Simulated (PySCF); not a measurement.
## Electronic structure of H₄HfS₄ in real space

```xyz
9

Hf    0.0000    0.0000    0.0000
S     1.3432    1.4849    1.3881
H     1.7652    0.4258    2.1268
S    -1.3432   -1.4849    1.3881
H    -1.7652   -0.4258    2.1268
S     1.4850   -1.3432   -1.3881
H     0.4258   -1.7653   -2.1268
S    -1.4850    1.3432   -1.3881
H    -0.4258    1.7653   -2.1268
```

Core potentials replace the inner electrons of Hf.

Computed with RKS r2SCAN, Hf def2-SVP with ECP60, S def2-SVP, H def2-SVP; non-relativistic Hamiltonian with scalar-relativistic core potentials where named; density fitting in PySCF 2.14.0.

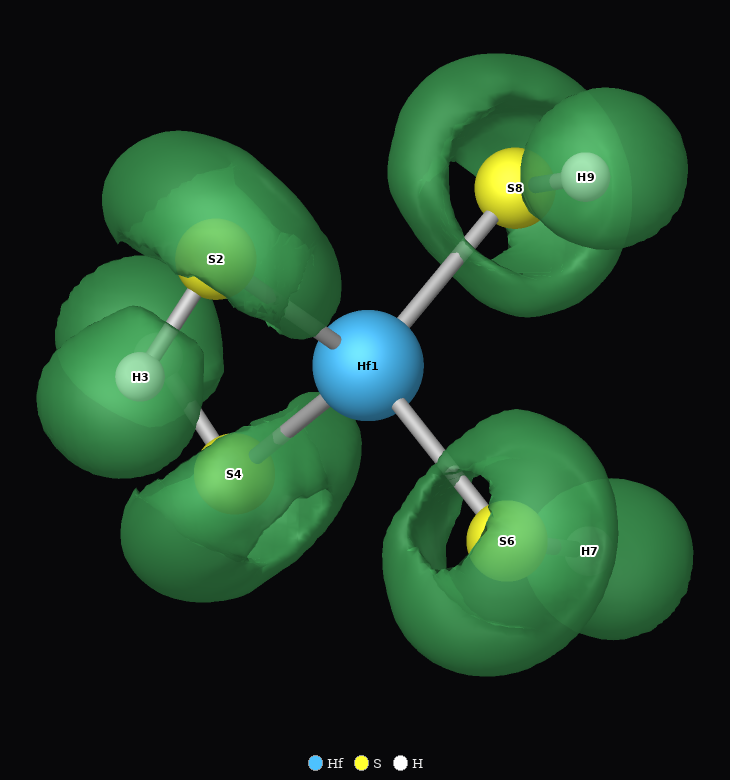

Figure 1. Isosurface of the electron localisation function at 0.85 (green), seen across its widest extent. Only the valence region is drawn (cores and ρ < 0.01 e/Å³ removed).

**What do the ELF domains correspond to?**

The ELF exceeds this value in four regions around hydrogen nuclei and four regions wrapped around S (the valence shell of each). Profiles from the grid: Hf–S (2.44 Å): the ELF peaks at about 0.90 in the valence shell of S, 0.9 Å from its nucleus, and is about 0.50 at the midpoint. S–H (1.36 Å): the ELF climbs to about 1 towards the hydrogen, as it does in any bond to H.

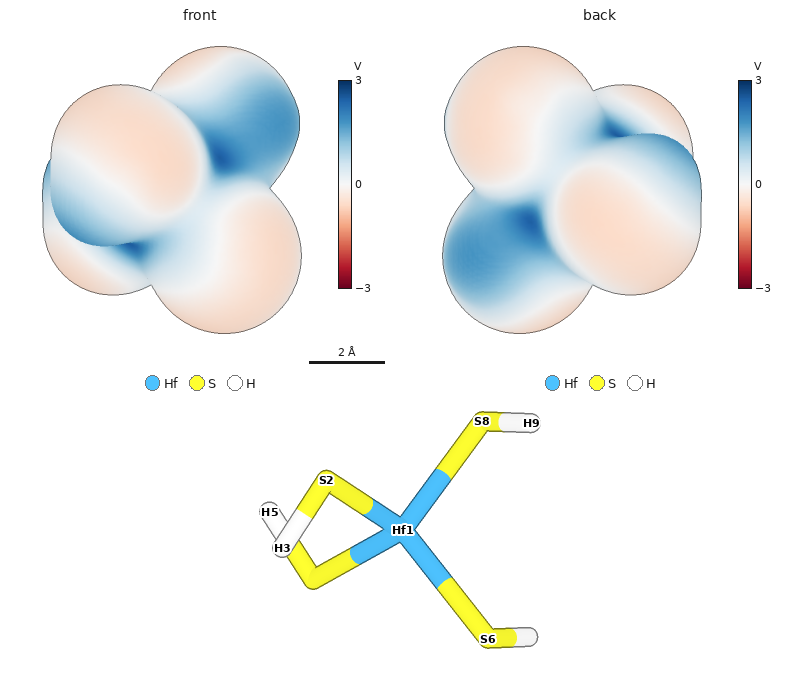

Figure 2. The molecular electrostatic potential painted on the density surface at 0.002 e/bohr³, seen from the front and from behind; the colour scale runs from red (negative) to blue (positive). The bare structure is drawn below in the same view.

**Where is the surface potential most negative and most positive?**

The most negative region (about −0.6 V) lies over S2, S4, S6 and S8, the most positive (about +2.3 V) over Hf1.

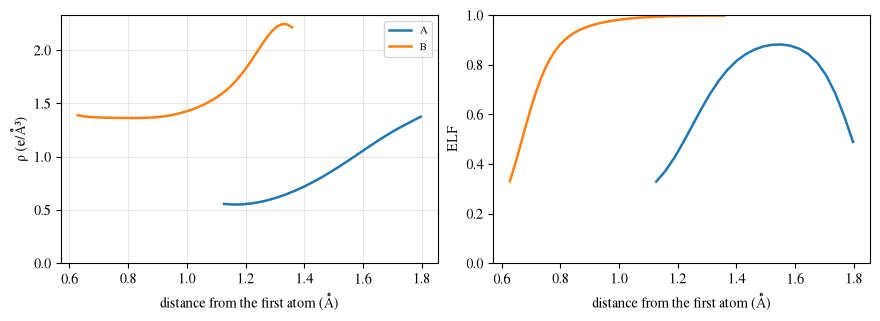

Figure 3. Electron density and electron localisation function along straight lines between neighbouring atoms. The curves leave out the atomic cores.

**Which curve belongs to which contact (Hf–S and S–H)? The first atom named is at distance zero.**

Curve A: Hf–S (2.44 Å): ρ is about 0.56 e/Å³ halfway; the ELF peaks at about 0.90 in the valence shell of S, 0.9 Å from its nucleus, and is about 0.50 at the midpoint. Curve B: S–H (1.36 Å): the density is about 1.4 e/Å³ at the midpoint; the ELF climbs to about 1 towards the hydrogen.
